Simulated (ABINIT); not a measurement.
# BP (F-43m): G0W0 with ABINIT, start to end, part 2 of 3

Aim: the G0W0 gap of BP (F-43m) on LDA, step by step.

ABINIT 10.8.3; LDA and many-body steps on it, plane waves. Known limits of the many-body steps: not at the basis limit; coarse k mesh.

So far. Step 2 (Ground state): The gap is indirect, with the least direct gap 2.16 eV higher.

## (3) Bands along the symmetry lines

Level of this step: DFT, LDA, plane waves, norm-conserving pseudopotentials (ABINIT).

Levels along a band path, at the cheap level, show where the edges lie and whether the meshes to come will hold them.

The input, run.abi:

```
acell 3*1.0 Angstrom
rprim 
  0.000000000000 2.269000000000 2.269000000000
  2.269000000000 0.000000000000 2.269000000000
  2.269000000000 2.269000000000 0.000000000000
ntypat 2
znucl 5 15
natom 2
typat 1 2
xred 
  0.000000000000 0.000000000000 0.000000000000
  0.250000000000 0.250000000000 0.250000000000
pp_dirpath "pseudos"
pseudos "B.upf, P.upf"
ecut 34
iscf -2
irdden 1
kptopt 0
nkpt 50
kpt 
  0.00000000 0.00000000 0.00000000
  -0.06250000 -0.06250000 0.00000000
  -0.12500000 -0.12500000 0.00000000
  -0.18750000 -0.18750000 0.00000000
  -0.25000000 -0.25000000 0.00000000
  -0.31250000 -0.31250000 0.00000000
  -0.37500000 -0.37500000 0.00000000
  -0.43750000 -0.43750000 0.00000000
  -0.50000000 -0.50000000 0.00000000
  -0.48437500 -0.48437500 0.03125000
  -0.46875000 -0.46875000 0.06250000
  -0.45312500 -0.45312500 0.09375000
  -0.43750000 -0.43750000 0.12500000
  -0.42187500 -0.42187500 0.15625000
  -0.40625000 -0.40625000 0.18750000
  -0.39062500 -0.39062500 0.21875000
  -0.37500000 -0.37500000 0.25000000
  -0.37500000 0.00000000 0.37500000
  -0.32812500 0.00000000 0.32812500
  -0.28125000 0.00000000 0.28125000
  -0.23437500 0.00000000 0.23437500
  -0.18750000 0.00000000 0.18750000
  -0.14062500 0.00000000 0.14062500
  -0.09375000 0.00000000 0.09375000
  -0.04687500 0.00000000 0.04687500
  0.00000000 0.00000000 0.00000000
  0.00000000 0.00000000 0.06250000
  0.00000000 0.00000000 0.12500000
  0.00000000 0.00000000 0.18750000
  0.00000000 0.00000000 0.25000000
  0.00000000 0.00000000 0.31250000
  0.00000000 0.00000000 0.37500000
  0.00000000 0.00000000 0.43750000
  0.00000000 0.00000000 0.50000000
  -0.06250000 -0.03125000 0.46875000
  -0.12500000 -0.06250000 0.43750000
  -0.18750000 -0.09375000 0.40625000
  -0.25000000 -0.12500000 0.37500000
  -0.31250000 -0.15625000 0.34375000
  -0.37500000 -0.18750000 0.31250000
  -0.43750000 -0.21875000 0.28125000
  -0.50000000 -0.25000000 0.25000000
  -0.50000000 -0.28125000 0.21875000
  -0.50000000 -0.31250000 0.18750000
  -0.50000000 -0.34375000 0.15625000
  -0.50000000 -0.37500000 0.12500000
  -0.50000000 -0.40625000 0.09375000
  -0.50000000 -0.43750000 0.06250000
  -0.50000000 -0.46875000 0.03125000
  -0.50000000 -0.50000000 0.00000000
istwfk *1
nband 14
nbdbuf 5
tolwfr 1e-07
nstep 50
prtwf 0
prtvol 0
indata_prefix "in"
outdata_prefix "out"
tmpdata_prefix "tmp"
```

Command:

```console
OMP_NUM_THREADS=1 mpirun -n 4 abinit run.abi > log
```

Numbers of over 12 decimals in the logs are rounded to 6 here.

Output:

```text
.Version 10.8.3 of ABINIT. v10.8.2 released Aug 2026.

 Symmetries : space group F-4 3 m (#216); Bravais cF (face-center cubic)
[... echo of the input left out ...]
== DATASET  1 ==================================================================
-   mpi_nproc: 4, omp_nthreads: 1 (-1 if OMP is not activated)

--- !DatasetInfo
iteration_state: {dtset: 1, }
dimensions: {natom: 2, nkpt: 50, mband: 14, nsppol: 1, nspinor: 1, nspden: 1, mpw: 1524, }
cutoff_energies: {ecut:  34.0, pawecutdg:  -1.0, }
electrons: {nelect:   8.00000000E+00, charge:   0.00000000E+00, occopt:   1.00000000E+00, tsmear:   1.00000000E-02, }

 Real(R)+Recip(G) space primitive vectors, cartesian coordinates (Bohr,Bohr^-1):
 R(1)=  0.0000000  4.2877886  4.2877886  G(1)= -0.1166102  0.1166102  0.1166102
 R(2)=  4.2877886  0.0000000  4.2877886  G(2)=  0.1166102 -0.1166102  0.1166102
 R(3)=  4.2877886  4.2877886  0.0000000  G(3)=  0.1166102  0.1166102 -0.1166102
 Unit cell volume ucvol=  1.5766311E+02 bohr^3
 Angles (23,13,12)=  6.00000000E+01  6.00000000E+01  6.00000000E+01 degrees

 getcut: wavevector=  0.0000  0.0000  0.0000  ngfft=  32  32  32
         ecut(hartree)=     34.000   => boxcut(ratio)=   2.01047

--- Pseudopotential description ------------------------------------------------
- B Generated using ONCVPSP code by D. R. Hamann
-  5.00000   3.00000  180309                  znucl, zion, pspdat
12 -1012 1 -1 1498                            pspcod,pspxc,lmax,lloc,mmax
     nproj     2     2     0
  pspatm : epsatm=    3.19369156
         --- l  ekb(1:nproj) -->
             0    8.437831    1.245441
             1   -3.670611   -0.766497
 pspatm: atomic psp has been read  and splines computed

- P Generated using ONCVPSP code by D. R. Hamann
- 15.00000   5.00000  180309                  znucl, zion, pspdat
12 -1012 2 -1 1298                            pspcod,pspxc,lmax,lloc,mmax
     nproj     2     2     2
  pspatm : epsatm=    7.03163270
         --- l  ekb(1:nproj) -->
             0    6.795192    1.078292
[...]
pspatm: atomic psp has been read  and splines computed

--------------------------------------------------------------------------------

================================================================================
 prteigrs : about to open file out_EIG
 Non-SCF case, kpt    1 (  0.00000  0.00000  0.00000), residuals and eigenvalues=
  2.33E-08  4.99E-08  9.13E-08  3.15E-08  3.07E-08  4.41E-08  3.36E-08  8.24E-09
  6.34E-08  3.30E-08  2.98E-08  4.12E-08  5.79E-08  6.34E-08
 -2.9912E-01  2.6676E-01  2.6676E-01  2.6676E-01  3.9121E-01  3.9121E-01
  3.9121E-01  5.3650E-01  6.8092E-01  7.1072E-01  7.1072E-01  8.3855E-01
  8.3855E-01  8.3855E-01
 Non-SCF case, kpt    2 ( -0.06250 -0.06250  0.00000), residuals and eigenvalues=
  3.66E-08  2.26E-08  1.48E-08  2.64E-08  3.45E-08  3.63E-08  5.93E-08  3.89E-08
[...]
8.4531E-01  8.6524E-01
 Non-SCF case, kpt    3 ( -0.12500 -0.12500  0.00000), residuals and eigenvalues=
  3.59E-08  8.01E-08  4.76E-08  6.79E-08  3.83E-08  3.31E-08  2.86E-08  2.25E-08
[...]
8.6548E-01  9.0484E-01
[...]
Non-SCF case, kpt   49 ( -0.50000 -0.46875  0.03125), residuals and eigenvalues=
[...]
9.5415E-01  1.1045E+00
 Non-SCF case, kpt   50 ( -0.50000 -0.50000  0.00000), residuals and eigenvalues=
[...]
9.3963E-01  1.1007E+00

--- !ResultsGS
iteration_state: {dtset: 1, }
comment   : Summary of ground state results
lattice_vectors:
- [  0.0000000,   4.2877886,   4.2877886, ]
- [  4.2877886,   0.0000000,   4.2877886, ]
- [  4.2877886,   4.2877886,   0.0000000, ]
lattice_lengths: [   6.06385,    6.06385,    6.06385, ]
lattice_angles: [ 60.000,  60.000,  60.000, ] # degrees, (23, 13, 12)
lattice_volume:   1.5766311E+02
convergence: {deltae:  0.000E+00, res2:  0.000E+00, residm:  9.928E-08, diffor:  0.000E+00, }
etotal    :  -9.94533338E+00
entropy   :   0.00000000E+00
fermie    :   2.66764467E-01
cartesian_stress_tensor: null
pressure_GPa: null
xred      :
- [  0.0000E+00,   0.0000E+00,   0.0000E+00,  B]
- [  2.5000E-01,   2.5000E-01,   2.5000E-01,  P]
cartesian_forces: null
force_length_stats: {min: null, max: null, mean: null, }

 Integrated electronic density in atomic spheres:
 ------------------------------------------------
 Atom  Sphere_radius  Integrated_density
[...]
================================================================================

 ----iterations are completed or convergence reached----

 Mean square residual over all n,k,spin=   45.066E-09; max=  99.278E-09
 reduced coordinates (array xred) for    2 atoms
       0.000000000000      0.000000000000      0.000000000000
       0.250000000000      0.250000000000      0.250000000000

 cartesian coordinates (angstrom) at end:
    1      0.000000     0.000000     0.000000
    2      1.134500     1.134500     1.134500
 length scales=  1.889726125908  1.889726125908  1.889726125908 bohr
              =  1.000000000000  1.000000000000  1.000000000000 angstroms
 prteigrs : about to open file out_EIG
 Eigenvalues (hartree) for nkpt=  50  k points:
 kpt#   1, nband= 14, wtk=  1.00000, kpt=  0.0000  0.0000  0.0000 (reduced coord)
[...]
kpt#   2, nband= 14, wtk=  1.00000, kpt= -0.0625 -0.0625  0.0000 (reduced coord)
[...]
kpt#   3, nband= 14, wtk=  1.00000, kpt= -0.1250 -0.1250  0.0000 (reduced coord)
[...]
kpt#  49, nband= 14, wtk=  1.00000, kpt= -0.5000 -0.4687  0.0313 (reduced coord)
  -0.12143   -0.04451    0.11341    0.11349    0.31938    0.32871    0.70084    0.70447
   0.80853    0.86211    0.90769    0.93886    0.95415    1.10453
 kpt#  50, nband= 14, wtk=  1.00000, kpt= -0.5000 -0.5000  0.0000 (reduced coord)
  -0.12178   -0.04508    0.11594    0.11594    0.31518    0.32410    0.70559    0.70559
   0.81688    0.87170    0.92061    0.92061    0.93963    1.10067

== END DATASET(S) ==============================================================
================================================================================

 -outvars: echo values of variables after computation  --------
            nband          14
             nkpt          50
          spgroup         216
 [... the other variables as echoed above ...]

 Calculation completed.
```

Elapsed: 3.3 s, on 4 MPI ranks of Arm Neoverse V2, shared host; peak memory 0.25 GiB; 13 s of CPU time.

Numbers from this step:

```yaml
gap: 1.211 eV
k_of_the_valence_top: 0, 0, 0
k_of_the_conduction_bottom: -0.4375, -0.4375, 0
least_direct_gap: 3.386 eV
```

The gap is 1.211 eV, −0.018 eV from the run before at this level.

The electronic bands at the labelled points (eV, zero at the top of the highest filled band; v1 is the highest filled band, c1 the lowest empty one):

```tsv
point	v4	v3	v2	v1	c1	c2	c3	c4
Γ	-15.40	0.00	0.00	0.00	3.39	3.39	3.39	7.34
X	-10.57	-8.49	-4.10	-4.10	1.32	1.56	11.94	11.94
U	-10.56	-8.06	-6.24	-3.49	2.09	5.92	9.63	10.51
jump to K	-10.56	-8.06	-6.24	-3.49	2.09	5.92	9.63	10.51
Γ	-15.40	0.00	0.00	0.00	3.39	3.39	3.39	7.34
L	-12.07	-9.01	-1.75	-1.75	3.77	4.68	4.68	9.94
W	-10.29	-7.94	-5.68	-5.49	5.25	6.67	7.16	7.45
X	-10.57	-8.49	-4.10	-4.10	1.32	1.56	11.94	11.94
```

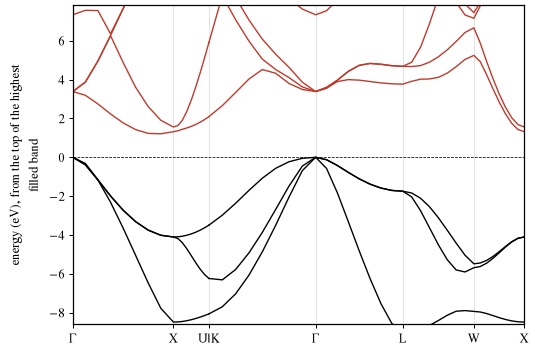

Electronic bands along the path; lines of filled and empty bands in two colours.

## (4) Empty states on the mesh, 4×4×4 mesh, 99 bands

The sums over transitions need many empty states on a uniform mesh; this step solves for them.

The input, run.abi:

```
acell 3*1.0 Angstrom
rprim 
  0.000000000000 2.269000000000 2.269000000000
  2.269000000000 0.000000000000 2.269000000000
  2.269000000000 2.269000000000 0.000000000000
ntypat 2
znucl 5 15
natom 2
typat 1 2
xred 
  0.000000000000 0.000000000000 0.000000000000
  0.250000000000 0.250000000000 0.250000000000
pp_dirpath "pseudos"
pseudos "B.upf, P.upf"
ecut 34
ngkpt 4 4 4
nshiftk 1
shiftk 0 0 0
kptopt 1
chksymbreak 0
irdden 1
istwfk *1
nband 99
prtvol 0
optdriver 6
gwr_task "HDIAGO"
paral_kgb 0
occopt 1
indata_prefix "in"
outdata_prefix "out"
tmpdata_prefix "tmp"
```

Output:

```text
[banner, memory and clock lines left out]
.Version 10.8.3 of ABINIT. v10.8.2 released Aug 2026.

 Symmetries : space group F-4 3 m (#216); Bravais cF (face-center cubic)
[... echo of the input left out ...]
== DATASET  1 ==================================================================
-   mpi_nproc: 4, omp_nthreads: 1 (-1 if OMP is not activated)

--- !DatasetInfo
iteration_state: {dtset: 1, }
dimensions: {natom: 2, nkpt: 8, mband: 99, nsppol: 1, nspinor: 1, nspden: 1, mpw: 1524, }
cutoff_energies: {ecut:  34.0, pawecutdg:  -1.0, }
electrons: {nelect:   8.00000000E+00, charge:   0.00000000E+00, occopt:   1.00000000E+00, tsmear:   1.00000000E-02, }

.Using double precision arithmetic; gwpc =  8

- Reading GS density from: in_DEN

--- Pseudopotential description ------------------------------------------------
- B Generated using ONCVPSP code by D. R. Hamann
-  5.00000   3.00000  180309                  znucl, zion, pspdat
12 -1012 1 -1 1498                            pspcod,pspxc,lmax,lloc,mmax
     nproj     2     2     0
  pspatm : epsatm=    3.19369156
         --- l  ekb(1:nproj) -->
             0    8.437831    1.245441
             1   -3.670611   -0.766497
 pspatm: atomic psp has been read  and splines computed

- P Generated using ONCVPSP code by D. R. Hamann
- 15.00000   5.00000  180309                  znucl, zion, pspdat
12 -1012 2 -1 1298                            pspcod,pspxc,lmax,lloc,mmax
     nproj     2     2     2
  pspatm : epsatm=    7.03163270
         --- l  ekb(1:nproj) -->
             0    6.795192    1.078292
             1    3.452929    0.907117
             2   -3.024864   -0.802189
 pspatm: atomic psp has been read  and splines computed

   8.18025940E+01                                ecore*ucvol(ha*bohr**3)

 Total charge density [el/Bohr^3]
)     Maximum=    1.4328E-01  at reduced coord.    0.1563    0.1563    0.5313
)     Minimum=    9.3231E-04  at reduced coord.    0.2500    0.2500    0.2500
   Integrated=    8.0000E+00

 === KS gaps after direct diagonalization ===
 Indirect band gap semiconductor
 Fundamental gap:     1.318 (eV)
   VBM:     7.259 (eV) at k: [ 0.0000E+00,  0.0000E+00,  0.0000E+00]
   CBM:     8.577 (eV) at k: [ 5.0000E-01,  5.0000E-01,  0.0000E+00]
 Direct gap:         3.386 (eV) at k: [ 0.0000E+00,  0.0000E+00,  0.0000E+00]

== END DATASET(S) ==============================================================

 -outvars: echo values of variables after computation  --------
           etotal      0.0000000000E+00
            nband          99
             nkpt           8
          spgroup         216
 [... the other variables as echoed above ...]

 Calculation completed.
```

It took 6.5 s on 4 MPI ranks; peak memory 0.73 GiB.

This step gave:

```yaml
gap: 1.318 eV
k_of_the_valence_top: 0, 0, 0
k_of_the_conduction_bottom: 0.5, 0.5, 0
least_direct_gap: 3.386 eV
k_points_computed: 8
lowest_point_of_the_top_converged_band_above_the_valence_top: 118.7260 eV
```

On this mesh the gap is 1.318 eV. The earlier step found 1.229 eV, so this mesh misses an edge.

## (5) Screening, 4×4×4 mesh, 91 bands, screening to 264 eV

The RPA dielectric matrix is built and inverted for each q.

This step: RPA screening on LDA, plane waves, norm-conserving pseudopotentials.

Edit run.abi of step 4 so:

```diff
@@ -20,10 +20,11 @@
 chksymbreak 0
-irdden 1
 istwfk *1
-nband 99
-prtvol 0
-optdriver 6
-gwr_task "HDIAGO"
-paral_kgb 0
 occopt 1
+irdwfk 1
+optdriver 3
+nband 91
+ecuteps 9.7
+inclvkb 2
+awtr 1
+symchi 1
 indata_prefix "in"
```

Output:

```text
.Version 10.8.3 of ABINIT. v10.8.2 released Aug 2026.

 Symmetries : space group F-4 3 m (#216); Bravais cF (face-center cubic)
[... echo of the input left out ...]
== DATASET  1 ==================================================================
-   mpi_nproc: 4, omp_nthreads: 1 (-1 if OMP is not activated)

--- !DatasetInfo
iteration_state: {dtset: 1, }
dimensions: {natom: 2, nkpt: 8, mband: 91, nsppol: 1, nspinor: 1, nspden: 1, mpw: 1524, }
cutoff_energies: {ecut:  34.0, pawecutdg:  -1.0, }
electrons: {nelect:   8.00000000E+00, charge:   0.00000000E+00, occopt:   1.00000000E+00, tsmear:   1.00000000E-02, }

 SCREENING: Calculation of the susceptibility and dielectric matrices

 Based on a program developped by R.W. Godby, V. Olevano, G. Onida, and L. Reining.
 Incorporated in ABINIT by V. Olevano, G.-M. Rignanese, and M. Torrent.
.Using double precision arithmetic ; gwpc =  8

[... cell and pseudopotentials left out ...]
--------------------------------------------------------------------------------

 ==== K-mesh for the wavefunctions ====
 Number of points in the irreducible wedge :     8
[... list of points left out ...]
 Together with 24 symmetry operations and time-reversal symmetry
 yields    64 points in the full Brillouin Zone.

 ==== Q-mesh for the screening function ====
 Number of points in the irreducible wedge :     8
[... list of points left out ...]
 Together with 24 symmetry operations and time-reversal symmetry
 yields    64 points in the full Brillouin Zone.

 setmesh: FFT mesh size selected  =    25x   25x   25
          total number of points  =        15625

 vcoul_init : cutoff-mode = AUXILIARY_FUNCTION
 q-points for optical limit:   1
     1)      0.000010    0.000020    0.000030

- screening: taking advantage of time-reversal symmetry
- Maximum band index for partially occupied states nbvw = 4
- Remaining bands to be divided among processors   nbcw = 87
- Number of bands treated by each node ~21

 Number of electrons calculated from density =    8.0000; Expected =    8.0000
 average of density, n =  0.050741
 r_s =    1.6757
 omega_plasma =   21.7288 [eV]

 calculating chi0 at frequencies [eV] :
  1    0.000000E+00    0.000000E+00
  2    0.000000E+00    2.172879E+01

--------------------------------------------------------------------------------
  q-point number  1        q = ( 0.000000, 0.000000, 0.000000) [r.l.u.]
--------------------------------------------------------------------------------
[... chi0 elements left out ...]
 For q-point:  0.000010 0.000020 0.000030
  dielectric constant =  12.9614
  dielectric constant without local fields =  14.1412

  Average fulfillment of the sum rule on Im[epsilon] for q-point    1 :     89.57  [%]
[... wings left out ...]
  q-point number  2        q = ( 0.250000, 0.000000, 0.000000) [r.l.u.]
--------------------------------------------------------------------------------
[... chi0 elements left out ...]
  Average fulfillment of the sum rule on Im[epsilon] for q-point    2 :     93.18  [%]

 [... 6 further q-points ...]
```

It took 6.5 s on 4 MPI ranks; peak memory 0.5 GiB; 25 s of CPU time.

Numbers from this step:

```
ε∞ with local fields, on this mesh, along the program's q direction : 12.96
the same without local fields                                       : 14.14
plasma frequency                                                    : 21.73 eV
plane waves in the screening matrix                                 : 259
```

Local fields lower ε∞ by 8 %. On a Γ-centred mesh this coarse the value itself is usually too large, while a short band sum pulls it down.

(Continued in part 3 of 3.)

[Paths, hosts, dates, memory and timing lines, banners, echoed tables and standing remarks are left out of the program output.]

[Logs are printed without paths, hosts, clocks, repeated set-up lines and the standing remarks that a program may print on its own settings, such as how far it seeks lower states.]

[Runs of the session that timed out or met a known fault of the program may be left out.]

[Hosts, paths, dates, database ids (printed as entryN), source tags and the programs' standing remarks are cut or masked in the printed files.]

[G0W0 gaps are taken among the corrected bands and points alone; a level outside them can change the order at an edge.]

[Where Ansatz stands beside ABINIT at settings called matched, ABINIT's density can come from a denser mesh and the files from another edition; pairs whose starting gaps differed by over 0.03 eV were left out, so agreement reads better than it is.]
